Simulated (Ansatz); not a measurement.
## ZnSiNH6ClO: geometry relaxation (part 2 of 2)

Continued. System: ZnSiNH6ClO. Method: RHF/def2-SVP (Ansatz 0.2.0). The input holds or restrains some coordinates. It belongs to a series of runs on one base structure; here: pulled along the bonds that form and break, towards end B.

Geometry of the input (Å):
```
Zn 0.0000  0.0000  0.0000
Cl 0.0000  0.0000  2.5900
O  0.0000  0.0000  -1.7900
H  0.2547  -0.9174  -2.1271
N  -2.0823  -0.3777  0.7032
H  -2.6997  -1.0664  0.1855
Si -2.7215  0.4966  2.1658
H  -3.4387  -0.4443  3.0213
H  -1.6088  1.0793  2.9102
H  -3.6304  1.5573  1.7410
H  -1.4466  -0.2624  1.8808
```

## Trajectory as extended XYZ, continued
```
11
Properties=species:S:1:pos:R:3:forces:R:3 step=4 energy=-72338.58460
Zn   -0.3126   -0.0154   -0.2587   -2.8081  -0.0455   2.2150
Cl    0.0702   -0.1015    2.9976    0.8189  -1.3253  -0.5976
O     0.0685   -0.0225   -1.9327    1.3474   0.1772  -1.9140
H     0.2592   -0.9100   -2.1619    0.2609  -0.4264  -0.7753
N    -2.1136   -0.2669    0.4675   -0.0690   1.0691   4.0192
H    -2.6889   -1.0646    0.1878    0.6074   0.5356   0.0449
Si   -2.7901    0.5080    2.0666   -0.4056  -0.2970  -2.3922
H    -3.4415   -0.4511    3.0112    0.0088  -0.0758  -0.3736
H    -1.7115    1.1295    2.8841   -1.4056   0.6068  -0.6563
H    -3.6768    1.5850    1.7277   -0.9309   0.5484  -0.2148
H    -1.0363   -0.3254    2.2915    2.5758  -0.7670   0.6446
11
Properties=species:S:1:pos:R:3:forces:R:3 step=5 energy=-72340.09214
Zn   -0.4583    0.0024   -0.2931   -1.6278   0.0284  -0.0036
Cl    0.2240   -0.1890    3.0729   -0.2028  -0.7038  -0.6749
O     0.1530   -0.0200   -1.9725    0.6303  -0.1326   0.1210
H     0.2790   -0.9267   -2.2013    0.2054  -0.0408  -0.4865
N    -2.1613   -0.2472    0.5415    0.8071   1.7432   3.0111
H    -2.6751   -1.0277    0.2152   -0.4366  -0.6362  -0.3311
Si   -2.8535    0.5324    2.0251    0.2063  -0.6073  -1.5181
H    -3.4504   -0.4543    2.9754   -0.1665   0.0296  -0.3196
H    -1.7927    1.1719    2.8299   -0.3781   0.3020  -0.3690
H    -3.7561    1.6174    1.7060   -0.7819   0.3254  -0.1639
H    -0.8819   -0.3941    2.3816    1.7446  -0.3080   0.7346
11
Properties=species:S:1:pos:R:3:forces:R:3 step=6 energy=-72340.71024
Zn   -0.5263    0.0211   -0.3133   -1.2233   0.0303  -0.1219
Cl    0.3999   -0.2574    3.0248   -0.9395  -0.5132  -0.7748
O     0.2382   -0.0199   -1.9437    0.2573  -0.3703   0.3695
H     0.3000   -0.9225   -2.2292    0.1765   0.2630  -0.2525
N    -2.1542   -0.2235    0.6594   -0.7946  -1.7178  -0.2414
H    -2.7231   -1.0402    0.2471    1.4112   2.1566   1.0640
Si   -2.9186    0.5715    2.0132    0.2996  -0.0665  -0.4819
H    -3.5065   -0.4366    2.9361   -0.2781   0.0830  -0.1092
H    -1.8464    1.2312    2.7908   -0.1985   0.2393  -0.0823
H    -3.8774    1.6448    1.6751   -0.2943  -0.1240  -0.0622
H    -0.7590   -0.5036    2.4204    1.5837   0.0195   0.6927
11
Properties=species:S:1:pos:R:3:forces:R:3 step=7 energy=-72341.07877
Zn   -0.5856    0.0218   -0.3246   -1.0051   0.0013   0.0686
Cl    0.5497   -0.3467    2.9270   -1.1692  -0.3961  -0.7071
O     0.2898   -0.0083   -1.8927    0.1267  -0.3177   0.2657
H     0.3350   -0.8928   -2.2316    0.1770   0.2553  -0.1693
N    -2.1447   -0.2501    0.7426   -0.4471  -0.8735  -0.3616
H    -2.7263   -1.0158    0.3324    0.9036   1.1892   0.6300
Si   -2.9725    0.6103    2.0084    0.4940  -0.3784  -0.1420
H    -3.5949   -0.3734    2.9378   -0.2251   0.1127  -0.0928
H    -1.9213    1.3011    2.7787   -0.0297   0.2877   0.0659
H    -3.9625    1.6313    1.6091   -0.1908  -0.0365  -0.1361
H    -0.6399   -0.6124    2.3936    1.3657   0.1558   0.5786
11
Properties=species:S:1:pos:R:3:forces:R:3 step=8 energy=-72341.28103
Zn   -0.6742    0.0492   -0.3723   -0.6186  -0.1501   0.2709
Cl    0.6486   -0.4399    2.7803   -1.3799  -0.4174  -0.4629
O     0.3524    0.0082   -1.8455   -0.0823  -0.2386   0.1990
H     0.3901   -0.8514   -2.2445    0.1495   0.2662  -0.0510
N    -2.1269   -0.2781    0.8203   -0.0834  -0.0698  -0.2448
H    -2.7104   -1.0229    0.4371    0.3381   0.3732   0.2355
Si   -2.9917    0.6407    2.0188    0.3600  -0.2760  -0.1325
H    -3.6611   -0.3013    2.9583   -0.0788   0.0834  -0.0354
H    -1.9808    1.4124    2.7797   -0.0835   0.1447   0.0030
H    -4.0190    1.5925    1.5253   -0.0112  -0.0250  -0.0896
H    -0.6003   -0.7443    2.4232    1.4901   0.3094   0.3078
11
Properties=species:S:1:pos:R:3:forces:R:3 step=9 energy=-72341.38792
Zn   -0.7554    0.0044   -0.3741   -0.4138  -0.1588   0.2616
Cl    0.7480   -0.5718    2.6675   -1.3563  -0.2866  -0.3654
O     0.3605    0.0548   -1.7789   -0.1278  -0.3096   0.0803
H     0.4964   -0.7615   -2.2453    0.0441   0.3576   0.1219
N    -2.1568   -0.3206    0.8788    0.3005   0.2265  -0.1435
H    -2.7320   -1.0885    0.5601    0.0857   0.0560   0.0736
Si   -3.0145    0.6697    2.0222    0.1515  -0.2254  -0.2028
H    -3.7203   -0.2052    2.9959   -0.0099   0.0468   0.0123
H    -2.0383    1.5160    2.7499    0.0083   0.0340  -0.0244
H    -4.0343    1.5756    1.4358   -0.0269   0.0281  -0.0513
H    -0.5265   -0.8080    2.3688    1.3447   0.2313   0.2377
11
Properties=species:S:1:pos:R:3:forces:R:3 step=10 energy=-72341.42660
Zn   -0.8397   -0.0553   -0.3826   -0.1652  -0.0752   0.1907
Cl    0.8119   -0.6761    2.5790   -1.3127  -0.3740  -0.3140
O     0.3176    0.1256   -1.7506   -0.2181  -0.3442   0.1549
H     0.6281   -0.6372   -2.2242   -0.1055   0.3470   0.2225
N    -2.1728   -0.3682    0.9515    0.3048   0.1032  -0.2961
H    -2.7288   -1.1831    0.7221    0.1028   0.1786   0.0757
Si   -3.0342    0.7100    2.0122   -0.0547  -0.0620  -0.2297
H    -3.7669   -0.0898    3.0345    0.0458   0.0856  -0.0414
H    -2.0798    1.6264    2.6969   -0.0353  -0.0978  -0.1118
H    -4.0512    1.5793    1.3268    0.1877  -0.1596   0.1115
H    -0.4576   -0.9666    2.3152    1.2504   0.3983   0.2378
11
Properties=species:S:1:pos:R:3:forces:R:3 step=11 energy=-72341.41600
Zn   -0.8524   -0.0714   -0.3664   -0.2684  -0.0761   0.2247
Cl    0.8777   -0.8394    2.4905   -1.9449  -0.0466  -0.2651
O     0.2542    0.1565   -1.7549    0.2196  -0.7192  -0.1816
H     0.6915   -0.5962   -2.1554   -0.3581   0.7207   0.3812
N    -2.1823   -0.3780    0.9605    0.2454   0.1059  -0.0395
H    -2.7115   -1.2223    0.7752    0.1361   0.2254   0.0642
Si   -3.0508    0.7159    2.0010   -0.0099  -0.0783  -0.2635
H    -3.7815   -0.0577    3.0449    0.0485   0.0764  -0.0700
H    -2.1001    1.6519    2.6644   -0.0010  -0.1075  -0.0852
H    -4.0532    1.5739    1.2925    0.0934  -0.1281   0.0928
H    -0.4649   -0.8681    2.3283    1.8393   0.0274   0.1421
11
Properties=species:S:1:pos:R:3:forces:R:3 step=12 energy=-72341.49270
Zn   -0.9041   -0.1297   -0.3527   -0.4440  -0.0680   0.5342
Cl    0.9142   -0.9677    2.4422   -1.3409  -0.0001  -0.1654
O     0.1521    0.2089   -1.7368    0.1444  -0.1645  -0.1487
H     0.7639   -0.4330   -2.0653   -0.0695   0.1614   0.0653
N    -2.1821   -0.4302    1.0280    0.4505   0.2251  -0.3462
H    -2.7241   -1.2656    0.8786    0.0082  -0.0648   0.0001
Si   -3.0531    0.7418    1.9599    0.0145  -0.1638   0.0895
H    -3.7787    0.0576    3.0645    0.0035   0.0559  -0.0231
H    -2.0920    1.7117    2.5445    0.0081   0.0119  -0.0610
H    -4.0615    1.5274    1.1980    0.0112   0.0038  -0.0183
H    -0.4078   -0.9562    2.3198    1.2140   0.0030   0.0737
11
Properties=species:S:1:pos:R:3:forces:R:3 step=13 energy=-72341.51295
Zn   -0.9330   -0.1162   -0.3532   -0.3612  -0.1402   0.4397
Cl    0.9011   -1.0848    2.3894   -1.3068   0.0870  -0.1027
O     0.0867    0.1800   -1.7810    0.1010  -0.1135   0.0005
H     0.8771   -0.3087   -1.9569   -0.1396   0.1194   0.0708
N    -2.1948   -0.4363    1.0445    0.5613   0.0492  -0.3997
H    -2.7091   -1.2927    0.9122   -0.0018  -0.0004   0.0104
Si   -3.0567    0.7449    1.9607   -0.0541   0.0923  -0.0698
H    -3.7280    0.1390    3.1377    0.0261  -0.0257   0.0186
H    -2.0881    1.7736    2.4197    0.0005   0.0035   0.0066
H    -4.1075    1.4629    1.1867   -0.0200   0.0032   0.0324
H    -0.4211   -0.9969    2.3209    1.1945  -0.0746  -0.0068
11
Properties=species:S:1:pos:R:3:forces:R:3 step=14 energy=-72341.40455 accepted=F
Zn   -0.9538   -0.1251   -0.3576   -0.3789  -0.1555   0.3803
Cl    0.8977   -1.1667    2.3482   -1.4440   0.1385  -0.0893
O     0.0238    0.1181   -1.8323    2.9760  -0.9797   0.1005
H     0.9830   -0.1878   -1.8441   -3.0071   0.9820   0.0383
N    -2.2037   -0.4339    1.0561    0.5791  -0.0315  -0.5641
H    -2.6987   -1.3069    0.9489    0.0071   0.0937   0.0313
Si   -3.0662    0.7646    1.9429   -0.0326   0.1073   0.1981
H    -3.6634    0.1801    3.1735   -0.0151   0.0297  -0.0349
H    -2.0944    1.8231    2.3403   -0.0757  -0.0257  -0.0626
H    -4.1693    1.4415    1.1985    0.0658  -0.0590   0.0275
H    -0.4282   -1.0419    2.3065    1.3254  -0.0999  -0.0250
11
Properties=species:S:1:pos:R:3:forces:R:3 step=15 energy=-72341.47478 accepted=F
Zn   -0.9258   -0.1386   -0.3530   -0.3607  -0.0574   0.4237
Cl    0.9130   -1.1125    2.3801   -1.5018   0.0455  -0.1575
O     0.0971    0.1655   -1.7759   -0.8970   0.4380   0.2084
H     0.8895   -0.2928   -1.9249    0.8838  -0.4603  -0.1546
N    -2.1892   -0.4163    1.0495    0.4424   0.1234  -0.7195
H    -2.6872   -1.2880    0.9540   -0.0128   0.0486   0.0199
Si   -3.0805    0.7817    1.9190    0.1236  -0.2603   0.5845
H    -3.6602    0.1171    3.1176   -0.1556   0.1121  -0.0213
H    -2.1217    1.8079    2.4007   -0.0154   0.1113  -0.1420
H    -4.1916    1.4914    1.2225    0.1253  -0.1117  -0.1153
H    -0.4167   -1.0504    2.2910    1.3682   0.0109   0.0737
11
Properties=species:S:1:pos:R:3:forces:R:3 step=16 energy=-72341.51775
Zn   -0.9359   -0.1220   -0.3552   -0.3631  -0.1194   0.4432
Cl    0.9006   -1.1242    2.3732   -1.3243   0.1059  -0.0991
O     0.0842    0.1731   -1.7831    0.0589  -0.0888   0.0225
H     0.8991   -0.2826   -1.9272   -0.0922   0.0865   0.0455
N    -2.1948   -0.4293    1.0475    0.5360   0.0525  -0.4741
H    -2.6987   -1.2947    0.9330   -0.0056   0.0181   0.0125
Si   -3.0643    0.7572    1.9499   -0.0133   0.0325   0.0661
H    -3.6966    0.1460    3.1469   -0.0022   0.0108   0.0088
H    -2.1013    1.8022    2.3855   -0.0142   0.0105  -0.0178
H    -4.1446    1.4548    1.1979    0.0106  -0.0270  -0.0016
H    -0.4211   -1.0155    2.3123    1.2094  -0.0818  -0.0059
```

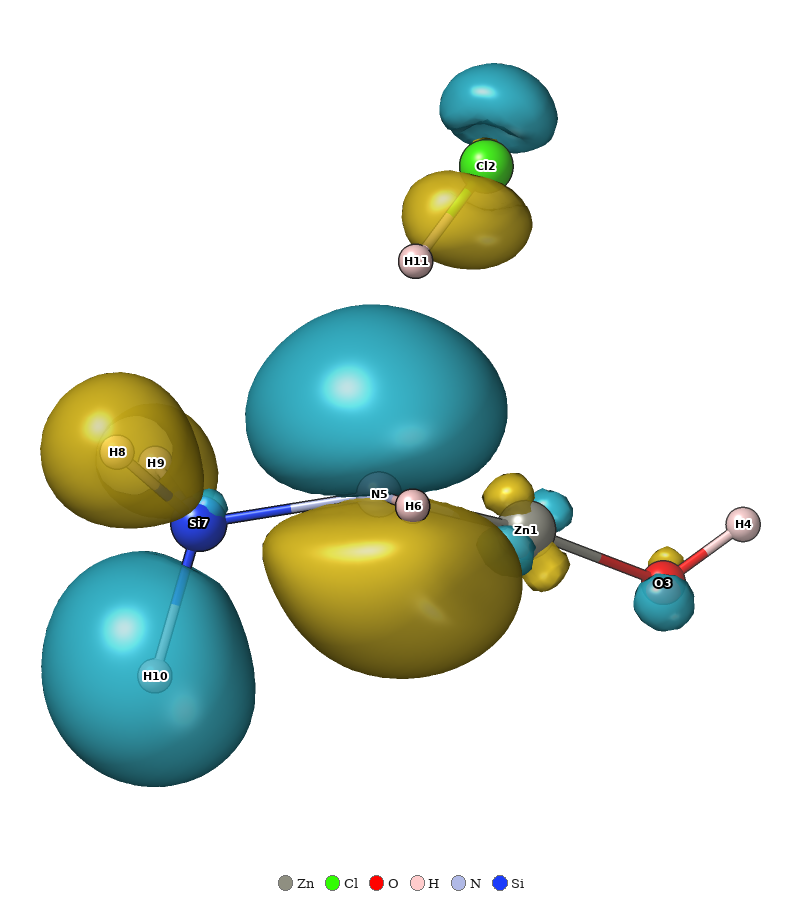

Figure 1. One frontier orbital at ±0.08 Å⁻³ᐟ² (yellow and cyan are the two phases), seen at a tilt. The HOMO, at −10.70 eV. By Hirshfeld shares it lies mainly on N5 (55 %), Si7 (15 %) and H10 (10 %).

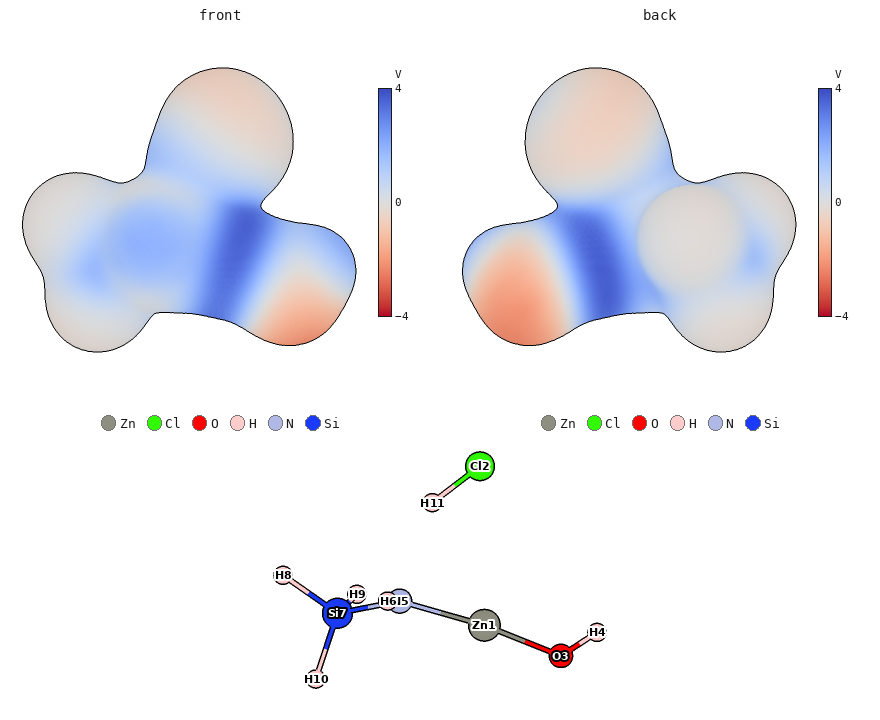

Figure 2. The molecular electrostatic potential painted on the density surface at 0.002 e/bohr³, seen face on and from behind; the colour scale runs from red (negative) to blue (positive). The bare structure is drawn below in the same view. A positive charge is drawn to the negative regions and a negative charge to the positive ones.
